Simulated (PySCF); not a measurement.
# HP2 (SMILES [P-]=P) (charge −1): what the fields show

```yaml
atoms:
  - { symbol: P, position_ang: [-1.0395, 0.7600, 0.0185] }
  - { symbol: P, position_ang: [0.9855, 0.6940, -0.0212] }
  - { symbol: H, position_ang: [1.3450, -0.7338, -0.0413] }
```

Geometry: PBE0-D3(BJ)/ma-def2-SVP.

The calculation used DFT single point, gas phase, functional wB97X in PySCF.

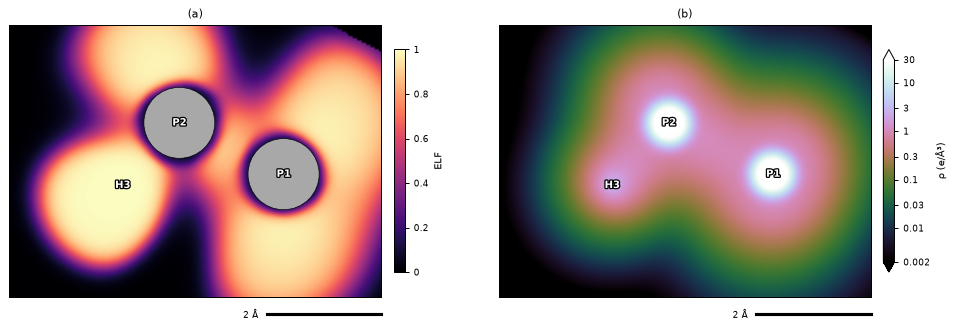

Figure 1. (a) ELF; (b) electron density on the molecular plane. Grey discs cover the atomic cores in the ELF map.

**Read the bonding off the picture.**

- The section cuts through P and H sites.
- P–P (2.03 Å): ρ is about 0.99 e/Å³ halfway; the ELF peaks at about 0.85 between the atoms: localised, covalent bonding.
- P–H (1.47 Å): ρ at the midpoint is about 1 e/Å³; the ELF climbs to about 1 towards the hydrogen, as it does in any bond to H.
- The ELF also peaks beside P1 and P2, away from the bonds: lone-pair regions.

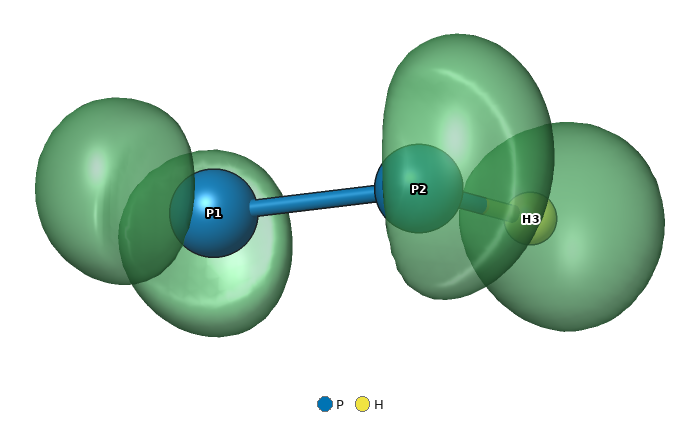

Figure 2. Isosurface of the ELF at 0.9 (green), seen from one side. Only the valence region is drawn (cores and ρ < 0.01 e/Å³ removed).

**Identify the bonds, lone pairs and shells in this picture.**

The surface consists of one region around a hydrogen nucleus and three lobes on P, pointing away from the bonds (lone pairs).
